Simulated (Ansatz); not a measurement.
**SiHSe (quartet): wB97M-V, B2PLYP, RPA-PBE over vertical spin and charge gaps and displaced geometries, cc-pVDZ**

Aim: run SiHSe (quartet) with these functionals over vertical spin and charge gaps and displaced geometries, and hold them against the top wave-function level at the same points.

Program: Ansatz 0.2.0, Gaussian basis. Level of theory: cc-pVDZ, all electrons in the functionals, frozen cores in the correlation of double hybrids and RPA. These are calculated values, not measurements.

The runs, in order: wB97M-V, B2PLYP, RPA-PBE, at charge 0, quartet; charge 0, doublet; charge 0, sextet; charge 1, triplet; charge 1, quintet; displaced geometry v1; displaced geometry v2.

28 further runs of the same task are left out: 14 that didn't finish, 14 set aside as unsound or not needed.

## Step 1: The system

The geometry is a PBE0/def2-TZVP stationary point (not a proven minimum). No spin-orbit coupling is included. The filled d shell of Se may be among the frozen orbitals whatever the setting's name suggests; the logs give the count.

3 atoms, charge 0, spin multiplicity 4.

Atoms are counted from 1 here; the program's logs count them from 0.

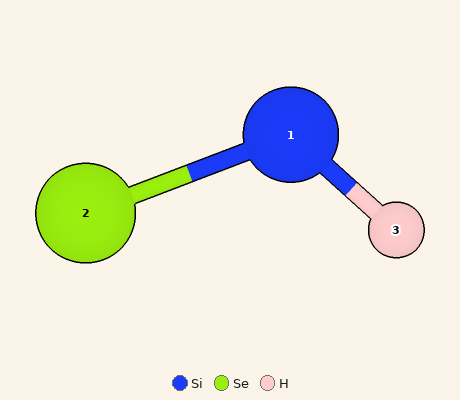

The structure; silicon blue, selenium green, hydrogen pink; atoms are numbered from 1 in the order of the file.

No dispersion term is added; wB97M-V holds VV10 nonlocal correlation.

The geometry shown and the zero of energy belong to the point charge 0, quartet. The yardstick, UCCSDT(Q), and other wave-function levels (R restricted, U unrestricted, valence and pair active spaces) come from earlier runs.

## Step 2: wB97M-V, charge 0, quartet

Contents of in.yaml:

```yaml
crystal:
  periodic: [false, false, false]
  atoms:
    - {symbol: Si, position_ang: [0.000000, -0.102205, 1.681089]}
    - {symbol: Se, position_ang: [0.000000, 0.021114, -0.628981]}
    - {symbol: H, position_ang: [0.000000, 1.193815, 2.430780]}
basis:
  gaussian: {orbitals: cc-pVDZ}
magnetization: {spin_polarized: true, initial_magnetization: 3}
hamiltonian: {xc: {name: wB97M-V}}
output: {orbitals: {seedname: orbitals}}
```

Run with:

```
ansatz run in.yaml --threads 1 --pin off --events-out ev --progress --plain --max-ram 2393MiB
```

Standard output, shortened:

```text
Functional definition: wB97M-V
  name "wB97M-V"
  cite "Mardirossian & Head-Gordon, J. Chem. Phys. 144, 214110 (2016) doi:10.1063/1.4952647"
  cite "Becke, J. Chem. Phys. 107, 8554 (1997) doi:10.1063/1.475007"
  cite "Vydrov & Van Voorhis, J. Chem. Phys. 133, 244103 (2010) doi:10.1063/1.3521275"
  # Of w^i u^j: cxij and so on, Table III.
[...]
  gx(w, u) = 1 - cx + cx01*u + cx10*w
  gss(w, u) = css00 + css04*u^4 + css10*w + css20*w^2 + css43*w^4*u^3
  gos(w, u) = cos00 + cos10*w + (cos20 + cos21*u)*w^2 + (cos60 + cos61*u)*w^6
[...]
      + integral(e_c_pw_mod_opposite_spin*gos(b97_w_opposite, b97_u_opposite)) + vv10(b, c)
554 factors; integrals over basis functions are off by at most 1.2e-3 eV
152 factors; integrals over basis functions are off by at most 8.4e-6 eV
[...]
mean field -73235.20517778 eV, -2691.3441496785 hartree, gradient 3.2e-6 eV, S^2 3.755096; 3 other end points of the search recorded, 0 dependent functions left out
reference -73235.20520730 eV, -2691.3441507633 hartree; 26, 23 occupied and 24, 27 virtual orbitals, 554 factors
Total energy: -73235.20520730 eV, -2691.3441507633 hartree
```

Run time: 76 s. Hardware: 1 thread of AMD EPYC, shared host.

From the report: ⟨S²⟩ of the determinant 3.755 (pure quartet: 3.75).

## Step 3: wB97M-V, charge 0, doublet

Changes to in.yaml since step 2:

```diff
@@ -8,3 +8,3 @@
   gaussian: {orbitals: cc-pVDZ}
-magnetization: {spin_polarized: true, initial_magnetization: 3}
+magnetization: {spin_polarized: true, initial_magnetization: 1}
 hamiltonian: {xc: {name: wB97M-V}}
```

Same command.

Standard output, shortened:

```text
Functional definition: wB97M-V
  name "wB97M-V"
  cite "Mardirossian & Head-Gordon, J. Chem. Phys. 144, 214110 (2016) doi:10.1063/1.4952647"
  cite "Becke, J. Chem. Phys. 107, 8554 (1997) doi:10.1063/1.475007"
  cite "Vydrov & Van Voorhis, J. Chem. Phys. 133, 244103 (2010) doi:10.1063/1.3521275"
  # Of w^i u^j: cxij and so on, Table III.
[...]
  gx(w, u) = 1 - cx + cx01*u + cx10*w
  gss(w, u) = css00 + css04*u^4 + css10*w + css20*w^2 + css43*w^4*u^3
  gos(w, u) = cos00 + cos10*w + (cos20 + cos21*u)*w^2 + (cos60 + cos61*u)*w^6
[...]
      + integral(e_c_pw_mod_opposite_spin*gos(b97_w_opposite, b97_u_opposite)) + vv10(b, c)
554 factors; integrals over basis functions are off by at most 1.2e-3 eV
152 factors; integrals over basis functions are off by at most 8.4e-6 eV
[...]
mean field -73237.11744996 eV, -2691.4144243848 hartree, gradient 4.2e-5 eV, S^2 0.759356; 3 other end points of the search recorded, 0 dependent functions left out
reference -73237.11748033 eV, -2691.4144255010 hartree; 25, 24 occupied and 25, 26 virtual orbitals, 554 factors
Total energy: -73237.11748033 eV, -2691.4144255010 hartree
```

Wall time 35 s (1 thread of AMD EPYC, shared host).

From the report: ⟨S²⟩ of the determinant 0.759 (pure doublet: 0.75).

From charge 0, quartet: -1.912 eV.

## Step 4: wB97M-V, charge 0, sextet

Changes to in.yaml since step 3:

```diff
@@ -8,4 +8,4 @@
   gaussian: {orbitals: cc-pVDZ}
-magnetization: {spin_polarized: true, initial_magnetization: 1}
+magnetization: {spin_polarized: true, initial_magnetization: 5}
 hamiltonian: {xc: {name: wB97M-V}}
-output: {orbitals: {seedname: orbitals}}
+output: {forces: true, orbitals: {seedname: orbitals}}
```

The command is unchanged.

Standard output, shortened:

```text
Functional definition: wB97M-V
  name "wB97M-V"
  cite "Mardirossian & Head-Gordon, J. Chem. Phys. 144, 214110 (2016) doi:10.1063/1.4952647"
  cite "Becke, J. Chem. Phys. 107, 8554 (1997) doi:10.1063/1.475007"
  cite "Vydrov & Van Voorhis, J. Chem. Phys. 133, 244103 (2010) doi:10.1063/1.3521275"
  # Of w^i u^j: cxij and so on, Table III.
[...]
  gx(w, u) = 1 - cx + cx01*u + cx10*w
  gss(w, u) = css00 + css04*u^4 + css10*w + css20*w^2 + css43*w^4*u^3
  gos(w, u) = cos00 + cos10*w + (cos20 + cos21*u)*w^2 + (cos60 + cos61*u)*w^6
[...]
      + integral(e_c_pw_mod_opposite_spin*gos(b97_w_opposite, b97_u_opposite)) + vv10(b, c)
554 factors; integrals over basis functions are off by at most 1.2e-3 eV
152 factors; integrals over basis functions are off by at most 8.4e-6 eV
[...]
mean field -73229.93064459 eV, -2691.1503141588 hartree, gradient 7.0e-6 eV, S^2 8.752245; 1 other end points of the search recorded, 0 dependent functions left out
[...]
reference -73229.93067338 eV, -2691.1503152169 hartree; 27, 22 occupied and 23, 28 virtual orbitals, 554 factors
Total energy: -73229.93067338 eV, -2691.1503152169 hartree
Atom 0 at     0.000000    -0.102205     1.681089 Å, force     0.000000     0.326440     5.423394 eV/Å
Atom 1 at     0.000000     0.021114    -0.628981 Å, force    -0.000000    -0.188046    -6.275660 eV/Å
Atom 2 at     0.000000     1.193815     2.430780 Å, force    -0.000000    -0.138395     0.852265 eV/Å
Dipole moment:    -0.000000    -0.050146    -0.734481 e Å
```

Run time: 27 s. Hardware: 1 thread of AMD EPYC, shared host.

From the report: ⟨S²⟩ of the determinant 8.752 (pure sextet: 8.75).

From charge 0, quartet: +5.275 eV.

## Step 5: wB97M-V, charge 1, triplet

Changes to in.yaml since step 4:

```diff
@@ -8,3 +8,4 @@
   gaussian: {orbitals: cc-pVDZ}
-magnetization: {spin_polarized: true, initial_magnetization: 5}
+total_charge: 1
+magnetization: {spin_polarized: true, initial_magnetization: 2}
 hamiltonian: {xc: {name: wB97M-V}}
```

Launched as before.

Standard output, shortened:

```text
Functional definition: wB97M-V
  name "wB97M-V"
  cite "Mardirossian & Head-Gordon, J. Chem. Phys. 144, 214110 (2016) doi:10.1063/1.4952647"
  cite "Becke, J. Chem. Phys. 107, 8554 (1997) doi:10.1063/1.475007"
  cite "Vydrov & Van Voorhis, J. Chem. Phys. 133, 244103 (2010) doi:10.1063/1.3521275"
  # Of w^i u^j: cxij and so on, Table III.
[...]
  gx(w, u) = 1 - cx + cx01*u + cx10*w
  gss(w, u) = css00 + css04*u^4 + css10*w + css20*w^2 + css43*w^4*u^3
  gos(w, u) = cos00 + cos10*w + (cos20 + cos21*u)*w^2 + (cos60 + cos61*u)*w^6
[...]
      + integral(e_c_pw_mod_opposite_spin*gos(b97_w_opposite, b97_u_opposite)) + vv10(b, c)
554 factors; integrals over basis functions are off by at most 1.2e-3 eV
152 factors; integrals over basis functions are off by at most 8.4e-6 eV
[...]
mean field -73228.01872890 eV, -2691.0800525533 hartree, gradient 2.3e-6 eV, S^2 2.005019; 1 other end points of the search recorded, 0 dependent functions left out
[...]
reference -73228.01876001 eV, -2691.0800536964 hartree; 25, 23 occupied and 25, 27 virtual orbitals, 554 factors
Total energy: -73228.01876001 eV, -2691.0800536964 hartree
Atom 0 at     0.000000    -0.102205     1.681089 Å, force     0.000000    -0.149674    -1.409088 eV/Å
Atom 1 at     0.000000     0.021114    -0.628981 Å, force     0.000000    -0.039160     1.359408 eV/Å
Atom 2 at     0.000000     1.193815     2.430780 Å, force    -0.000000     0.188833     0.049681 eV/Å
Dipole moment:    -0.000000    -0.030320     0.987344 e Å
```

It took 51 s on 1 thread of AMD EPYC, shared host.

From the report: ⟨S²⟩ of the determinant 2.005 (pure triplet: 2.00).

From charge 0, quartet: +7.186 eV.

## Step 6: wB97M-V, charge 1, quintet

Changes to in.yaml since step 5:

```diff
@@ -9,3 +9,3 @@
 total_charge: 1
-magnetization: {spin_polarized: true, initial_magnetization: 2}
+magnetization: {spin_polarized: true, initial_magnetization: 4}
 hamiltonian: {xc: {name: wB97M-V}}
```

The command is unchanged.

Standard output, shortened:

```text
Functional definition: wB97M-V
  name "wB97M-V"
  cite "Mardirossian & Head-Gordon, J. Chem. Phys. 144, 214110 (2016) doi:10.1063/1.4952647"
  cite "Becke, J. Chem. Phys. 107, 8554 (1997) doi:10.1063/1.475007"
  cite "Vydrov & Van Voorhis, J. Chem. Phys. 133, 244103 (2010) doi:10.1063/1.3521275"
  # Of w^i u^j: cxij and so on, Table III.
[...]
  gx(w, u) = 1 - cx + cx01*u + cx10*w
  gss(w, u) = css00 + css04*u^4 + css10*w + css20*w^2 + css43*w^4*u^3
  gos(w, u) = cos00 + cos10*w + (cos20 + cos21*u)*w^2 + (cos60 + cos61*u)*w^6
[...]
      + integral(e_c_pw_mod_opposite_spin*gos(b97_w_opposite, b97_u_opposite)) + vv10(b, c)
554 factors; integrals over basis functions are off by at most 1.2e-3 eV
152 factors; integrals over basis functions are off by at most 8.4e-6 eV
[...]
mean field -73225.59705919 eV, -2690.9910578330 hartree, gradient 5.8e-5 eV, S^2 6.002957; 0 other end points of the search recorded, 0 dependent functions left out
[...]
reference -73225.59708934 eV, -2690.9910589409 hartree; 26, 22 occupied and 24, 28 virtual orbitals, 554 factors
Total energy: -73225.59708934 eV, -2690.9910589409 hartree
Atom 0 at     0.000000    -0.102205     1.681089 Å, force     0.000000    -0.382533     2.388754 eV/Å
Atom 1 at     0.000000     0.021114    -0.628981 Å, force     0.000000     0.270317    -2.179186 eV/Å
Atom 2 at     0.000000     1.193815     2.430780 Å, force    -0.000000     0.112216    -0.209568 eV/Å
Dipole moment:    -0.000000    -0.004782     0.196820 e Å
```

Run time: 27 s. Hardware: 1 thread of AMD EPYC, shared host.

From the report: ⟨S²⟩ of the determinant 6.003 (pure quintet: 6.00).

From charge 0, quartet: +9.608 eV.

## Step 7: wB97M-V, displaced geometry v1

Contents of in.yaml:

```yaml
crystal:
  periodic: [false, false, false]
  atoms:
    - {symbol: Si, position_ang: [0.000169, -0.090811, 1.689741]}
    - {symbol: Se, position_ang: [-0.000664, 0.016365, -0.631482]}
    - {symbol: H, position_ang: [0.047300, 1.248376, 2.385666]}
basis:
  gaussian: {orbitals: cc-pVDZ}
magnetization: {spin_polarized: true, initial_magnetization: 3}
hamiltonian: {xc: {name: wB97M-V}}
output: {orbitals: {seedname: orbitals}}
```

The command is unchanged.

Standard output, shortened:

```text
Functional definition: wB97M-V
  name "wB97M-V"
  cite "Mardirossian & Head-Gordon, J. Chem. Phys. 144, 214110 (2016) doi:10.1063/1.4952647"
  cite "Becke, J. Chem. Phys. 107, 8554 (1997) doi:10.1063/1.475007"
  cite "Vydrov & Van Voorhis, J. Chem. Phys. 133, 244103 (2010) doi:10.1063/1.3521275"
  # Of w^i u^j: cxij and so on, Table III.
[...]
  gx(w, u) = 1 - cx + cx01*u + cx10*w
  gss(w, u) = css00 + css04*u^4 + css10*w + css20*w^2 + css43*w^4*u^3
  gos(w, u) = cos00 + cos10*w + (cos20 + cos21*u)*w^2 + (cos60 + cos61*u)*w^6
[...]
      + integral(e_c_pw_mod_opposite_spin*gos(b97_w_opposite, b97_u_opposite)) + vv10(b, c)
554 factors; integrals over basis functions are off by at most 1.2e-3 eV
152 factors; integrals over basis functions are off by at most 8.9e-6 eV
[...]
mean field -73235.20580591 eV, -2691.3441727620 hartree, gradient 3.2e-6 eV, S^2 3.755373; 3 other end points of the search recorded, 0 dependent functions left out
reference -73235.20583541 eV, -2691.3441738459 hartree; 26, 23 occupied and 24, 27 virtual orbitals, 554 factors
Total energy: -73235.20583541 eV, -2691.3441738459 hartree
```

It took 81 s on 1 thread of AMD EPYC, shared host.

From the report: ⟨S²⟩ of the determinant 3.755 (pure quartet: 3.75).

From charge 0, quartet: -0.001 eV.

## Step 8: wB97M-V, displaced geometry v2

Contents of in.yaml:

```yaml
crystal:
  periodic: [false, false, false]
  atoms:
    - {symbol: Si, position_ang: [0.121305, -0.108100, 1.672585]}
    - {symbol: Se, position_ang: [-0.043569, 0.023593, -0.625891]}
    - {symbol: H, position_ang: [0.033051, 1.163870, 2.425690]}
basis:
  gaussian: {orbitals: cc-pVDZ}
magnetization: {spin_polarized: true, initial_magnetization: 3}
hamiltonian: {xc: {name: wB97M-V}}
output: {orbitals: {seedname: orbitals}}
```

The command is unchanged.

Standard output, shortened:

```text
Functional definition: wB97M-V
  name "wB97M-V"
  cite "Mardirossian & Head-Gordon, J. Chem. Phys. 144, 214110 (2016) doi:10.1063/1.4952647"
  cite "Becke, J. Chem. Phys. 107, 8554 (1997) doi:10.1063/1.475007"
  cite "Vydrov & Van Voorhis, J. Chem. Phys. 133, 244103 (2010) doi:10.1063/1.3521275"
  # Of w^i u^j: cxij and so on, Table III.
[...]
  gx(w, u) = 1 - cx + cx01*u + cx10*w
  gss(w, u) = css00 + css04*u^4 + css10*w + css20*w^2 + css43*w^4*u^3
  gos(w, u) = cos00 + cos10*w + (cos20 + cos21*u)*w^2 + (cos60 + cos61*u)*w^6
[...]
      + integral(e_c_pw_mod_opposite_spin*gos(b97_w_opposite, b97_u_opposite)) + vv10(b, c)
554 factors; integrals over basis functions are off by at most 1.1e-3 eV
152 factors; integrals over basis functions are off by at most 8.5e-6 eV
[...]
mean field -73235.19954755 eV, -2691.3439427713 hartree, gradient 3.6e-6 eV, S^2 3.755029; 3 other end points of the search recorded, 0 dependent functions left out
reference -73235.19957703 eV, -2691.3439438546 hartree; 26, 23 occupied and 24, 27 virtual orbitals, 554 factors
Total energy: -73235.19957703 eV, -2691.3439438546 hartree
```

It took 75 s on 1 thread of AMD EPYC, shared host.

From the report: ⟨S²⟩ of the determinant 3.755 (pure quartet: 3.75).

From charge 0, quartet: +0.006 eV.

## Step 9: B2PLYP, charge 0, quartet

Contents of in.yaml:

```yaml
crystal:
  periodic: [false, false, false]
  atoms:
    - {symbol: Si, position_ang: [0.000000, -0.102205, 1.681089]}
    - {symbol: Se, position_ang: [0.000000, 0.021114, -0.628981]}
    - {symbol: H, position_ang: [0.000000, 1.193815, 2.430780]}
basis:
  gaussian: {orbitals: cc-pVDZ}
magnetization: {spin_polarized: true, initial_magnetization: 3}
hamiltonian: {xc: {name: B2PLYP}}
correlation: {electrons: outside_noble_gas}
```

Launched as before.

Standard output, shortened:

```text
Functional definition: B2PLYP
  name "B2PLYP"
  cite "Grimme, J. Chem. Phys. 124, 034108 (2006) doi:10.1063/1.2148954"
  cite "Becke, Phys. Rev. A 38, 3098 (1988) doi:10.1103/PhysRevA.38.3098"
  cite "Lee, Yang & Parr, Phys. Rev. B 37, 785 (1988) doi:10.1103/PhysRevB.37.785"
[...]
554 factors; integrals over basis functions are off by at most 1.2e-3 eV
[...]
mean field -73223.10659061 eV, -2690.8995348007 hartree, gradient 4.6e-6 eV, S^2 3.759987; 2 other end points of the search recorded, 0 dependent functions left out
19 core orbitals not correlated: weight in the atoms' cores, before any rotation towards them, 1.000 or more for the frozen orbitals, at most 0.000 for the correlated occupied ones
reference -73223.10671677 eV, -2690.8995394371 hartree; 7, 4 occupied and 24, 27 virtual orbitals, 554 factors
second order -5.27459151 eV of doubles, -0.00000000 eV of singles
Total energy: -73224.53085648 eV, -2690.9518756060 hartree
```

Run time: 15 s. Hardware: 1 thread of AMD EPYC, shared host.

From the report: ⟨S²⟩ of the determinant 3.760 (pure quartet: 3.75).

## Step 10: B2PLYP, charge 0, doublet

Changes to in.yaml since step 9:

```diff
@@ -8,3 +8,3 @@
   gaussian: {orbitals: cc-pVDZ}
-magnetization: {spin_polarized: true, initial_magnetization: 3}
+magnetization: {spin_polarized: true, initial_magnetization: 1}
 hamiltonian: {xc: {name: B2PLYP}}
```

Same command.

Standard output, shortened:

```text
Functional definition: B2PLYP
  name "B2PLYP"
  cite "Grimme, J. Chem. Phys. 124, 034108 (2006) doi:10.1063/1.2148954"
  cite "Becke, Phys. Rev. A 38, 3098 (1988) doi:10.1103/PhysRevA.38.3098"
  cite "Lee, Yang & Parr, Phys. Rev. B 37, 785 (1988) doi:10.1103/PhysRevB.37.785"
[...]
554 factors; integrals over basis functions are off by at most 1.2e-3 eV
[...]
mean field -73224.62385331 eV, -2690.9552931763 hartree, gradient 4.6e-6 eV, S^2 0.771003; 4 other end points of the search recorded, 0 dependent functions left out
19 core orbitals not correlated: weight in the atoms' cores, before any rotation towards them, 1.000 or more for the frozen orbitals, at most 0.000 for the correlated occupied ones
reference -73224.62397747 eV, -2690.9552977391 hartree; 6, 5 occupied and 25, 26 virtual orbitals, 554 factors
second order -6.75174372 eV of doubles, -0.00000000 eV of singles
Total energy: -73226.44694827 eV, -2691.0222906805 hartree
```

Run time: 16 s. Hardware: 1 thread of AMD EPYC, shared host.

From the report: ⟨S²⟩ of the determinant 0.771 (pure doublet: 0.75).

From charge 0, quartet: -1.916 eV.

## Step 11: B2PLYP, charge 0, sextet

Changes to in.yaml since step 10:

```diff
@@ -8,3 +8,3 @@
   gaussian: {orbitals: cc-pVDZ}
-magnetization: {spin_polarized: true, initial_magnetization: 1}
+magnetization: {spin_polarized: true, initial_magnetization: 5}
 hamiltonian: {xc: {name: B2PLYP}}
```

Launched as before.

Standard output, shortened:

```text
Functional definition: B2PLYP
  name "B2PLYP"
  cite "Grimme, J. Chem. Phys. 124, 034108 (2006) doi:10.1063/1.2148954"
  cite "Becke, Phys. Rev. A 38, 3098 (1988) doi:10.1103/PhysRevA.38.3098"
  cite "Lee, Yang & Parr, Phys. Rev. B 37, 785 (1988) doi:10.1103/PhysRevB.37.785"
[...]
554 factors; integrals over basis functions are off by at most 1.2e-3 eV
[...]
mean field -73218.01610861 eV, -2690.7124630375 hartree, gradient 3.8e-6 eV, S^2 8.755272; 2 other end points of the search recorded, 0 dependent functions left out
19 core orbitals not correlated: weight in the atoms' cores, before any rotation towards them, 1.000 or more for the frozen orbitals, at most 0.000 for the correlated occupied ones
reference -73218.01623556 eV, -2690.7124677029 hartree; 8, 3 occupied and 23, 28 virtual orbitals, 554 factors
second order -4.77503460 eV of doubles, -0.00000000 eV of singles
Total energy: -73219.30549490 eV, -2690.7598471097 hartree
```

Wall time 6.5 s (1 thread of AMD EPYC, shared host).

From the report: ⟨S²⟩ of the determinant 8.755 (pure sextet: 8.75).

From charge 0, quartet: +5.225 eV.

## Step 12: B2PLYP, charge 1, triplet

Changes to in.yaml since step 11:

```diff
@@ -8,3 +8,4 @@
   gaussian: {orbitals: cc-pVDZ}
-magnetization: {spin_polarized: true, initial_magnetization: 5}
+total_charge: 1
+magnetization: {spin_polarized: true, initial_magnetization: 2}
 hamiltonian: {xc: {name: B2PLYP}}
```

Launched as before.

Standard output, shortened:

```text
Functional definition: B2PLYP
  name "B2PLYP"
  cite "Grimme, J. Chem. Phys. 124, 034108 (2006) doi:10.1063/1.2148954"
  cite "Becke, Phys. Rev. A 38, 3098 (1988) doi:10.1103/PhysRevA.38.3098"
  cite "Lee, Yang & Parr, Phys. Rev. B 37, 785 (1988) doi:10.1103/PhysRevB.37.785"
[...]
554 factors; integrals over basis functions are off by at most 1.2e-3 eV
[...]
mean field -73215.92352881 eV, -2690.6355621484 hartree, gradient 4.7e-6 eV, S^2 2.011266; 2 other end points of the search recorded, 0 dependent functions left out
19 core orbitals not correlated: weight in the atoms' cores, before any rotation towards them, 1.000 or more for the frozen orbitals, at most 0.000 for the correlated occupied ones
reference -73215.92364621 eV, -2690.6355664629 hartree; 6, 4 occupied and 25, 27 virtual orbitals, 554 factors
second order -5.34857837 eV of doubles, -0.00000000 eV of singles
Total energy: -73217.36776237 eV, -2690.6886367529 hartree
```

It took 12 s on 1 thread of AMD EPYC, shared host.

From the report: ⟨S²⟩ of the determinant 2.011 (pure triplet: 2.00).

From charge 0, quartet: +7.163 eV.

## Step 13: B2PLYP, charge 1, quintet

Changes to in.yaml since step 12:

```diff
@@ -9,3 +9,3 @@
 total_charge: 1
-magnetization: {spin_polarized: true, initial_magnetization: 2}
+magnetization: {spin_polarized: true, initial_magnetization: 4}
 hamiltonian: {xc: {name: B2PLYP}}
```

Launched as before.

Standard output, shortened:

```text
Functional definition: B2PLYP
  name "B2PLYP"
  cite "Grimme, J. Chem. Phys. 124, 034108 (2006) doi:10.1063/1.2148954"
  cite "Becke, Phys. Rev. A 38, 3098 (1988) doi:10.1103/PhysRevA.38.3098"
  cite "Lee, Yang & Parr, Phys. Rev. B 37, 785 (1988) doi:10.1103/PhysRevB.37.785"
[...]
554 factors; integrals over basis functions are off by at most 1.2e-3 eV
[...]
mean field -73213.83520072 eV, -2690.5588175067 hartree, gradient 1.3e-6 eV, S^2 6.006709; 0 other end points of the search recorded, 0 dependent functions left out
19 core orbitals not correlated: weight in the atoms' cores, before any rotation towards them, 1.000 or more for the frozen orbitals, at most 0.000 for the correlated occupied ones
reference -73213.83532273 eV, -2690.5588219905 hartree; 7, 3 occupied and 24, 28 virtual orbitals, 554 factors
second order -4.31426581 eV of doubles, -0.00000000 eV of singles
Total energy: -73215.00017450 eV, -2690.6016295034 hartree
```

It took 7 s on 1 thread of AMD EPYC, shared host.

From the report: ⟨S²⟩ of the determinant 6.007 (pure quintet: 6.00).

From charge 0, quartet: +9.531 eV.

[end of part 1 of 2]
